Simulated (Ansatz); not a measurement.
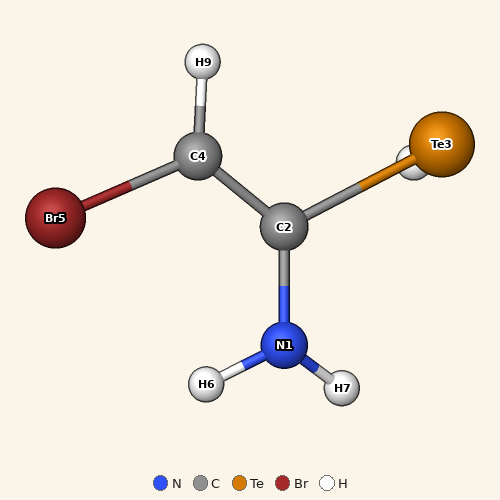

The system is C₂H₄BrNTe, SMILES NC([TeH])=CBr; the picture shows the reference structure. First axis: dihedral H6–N1–C2–C4. Second axis: dihedral N1–C2–Te3–H8. Nothing is relaxed (all other coordinates rigid). The grid has 12 × 12 points. Energies: kJ/mol, counted from the lowest grid point. Level of theory: Ansatz, RKS PBE0-D4/def2-SVP.

Its coordinates:

```tsv
atom	x (Å)	y (Å)	z (Å)
N	0.6228	1.0657	0.5003
C	0.1943	-0.1171	-0.0280
Te	0.5302	-1.8700	1.1406
C	-0.3211	-0.3074	-1.2563
Br	-0.6021	1.1552	-2.4227
H	0.3362	1.9099	0.0142
H	0.7182	1.1360	1.5029
H	-0.8250	-1.6094	2.0799
H	-0.6084	-1.2748	-1.6598
```

Range: dihedral H6–N1–C2–C4 from −180 to 150°; dihedral N1–C2–Te3–H8 from −180 to 150°.

### Predict the map.

The lowest grid point is at dihedral H6–N1–C2–C4 = 0°, dihedral N1–C2–Te3–H8 = −60°. The bottom of the well lies between grid points, at about dihedral H6–N1–C2–C4 = 10°, dihedral N1–C2–Te3–H8 = −65°, about 1.8 kJ/mol lower on the interpolated surface. There are further wells near dihedral H6–N1–C2–C4 = −150°, dihedral N1–C2–Te3–H8 = 60° (0.24 kJ/mol above the lowest at that grid point); dihedral H6–N1–C2–C4 = 0°, dihedral N1–C2–Te3–H8 = 90° (1.4 kJ/mol above the lowest at that grid point); dihedral H6–N1–C2–C4 = −150°, dihedral N1–C2–Te3–H8 = −90° (3.2 kJ/mol above the lowest at that grid point). The highest grid point, dihedral H6–N1–C2–C4 = −60°, dihedral N1–C2–Te3–H8 = −120°, lies 49.9 kJ/mol above the lowest. On the interpolated surface the easiest way out of the lowest well to the well at about dihedral H6–N1–C2–C4 = 15°, dihedral N1–C2–Te3–H8 = 80° passes a barrier of about 12 kJ/mol, counted from the interpolated bottom of the well. Round the minimum the valley is somewhat tilted: raising dihedral H6–N1–C2–C4 shifts the best value of dihedral N1–C2–Te3–H8 downwards (coupling k₁₂/√(k₁₁k₂₂) about 0.3).

```csv
"dihedral N1–C2–Te3–H8 ↓, dihedral H6–N1–C2–C4 →",−180,−150,−120,−90,−60,−30,0,30,60,90,120,150
150,13.6,15.3,30.1,46.0,41.4,19.5,6.1,13.8,32.9,46.9,43.1,25.7
120,8.3,9.4,27.8,48.6,45.5,20.2,2.4,7.6,28.7,47.1,44.7,24.5
90,5.2,2.1,19.3,43.4,45.8,21.9,1.4,2.1,20.6,41.3,43.5,24.6
60,6.6,0.2,14.3,37.7,43.3,23.0,3.3,2.2,17.5,36.9,41.5,25.7
30,13.1,6.2,17.4,38.0,43.0,25.2,8.6,9.0,22.7,39.5,43.3,29.8
0,17.8,13.3,23.7,41.6,43.3,24.8,10.3,14.0,29.1,43.9,45.1,31.5
−30,12.2,10.5,24.1,42.7,41.9,20.3,4.1,8.6,26.8,43.1,42.6,26.3
−60,6.3,4.7,20.8,42.6,42.8,19.1,0.0,2.6,22.1,41.1,41.3,22.9
−90,7.7,3.2,18.9,43.3,47.7,25.0,3.6,2.6,20.4,41.7,45.3,27.3
−120,14.6,5.8,17.6,41.2,49.9,31.9,11.2,7.2,20.9,41.4,48.7,34.7
−150,20.0,10.9,18.8,38.0,45.4,31.1,15.1,13.0,23.9,40.3,46.7,36.1
−180,19.0,15.4,24.7,39.8,40.4,24.1,11.9,16.0,29.7,42.5,43.1,30.8
```

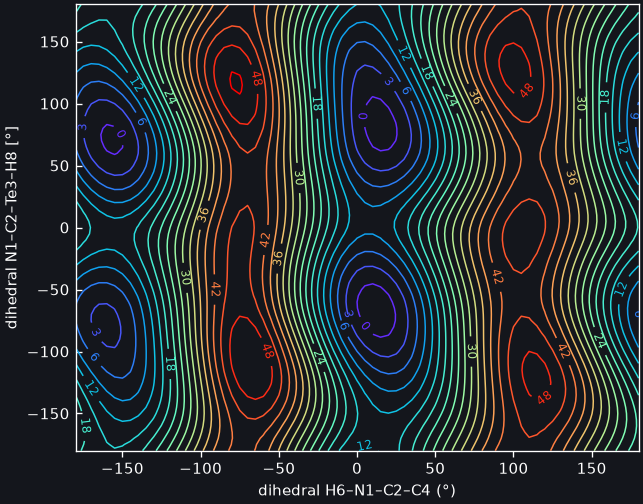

In the figure: contour lines labelled in kJ/mol. Between grid points the surface is interpolated.

Each point was launched as `ansatz run input.yaml --threads 1 --pin off --max-ram 2560MiB --backend cpu --events-out ev --progress --plain --runs-dir out`. The whole map (144 points run) took 23 min on 1 thread of Arm Neoverse V2, on a shared host.
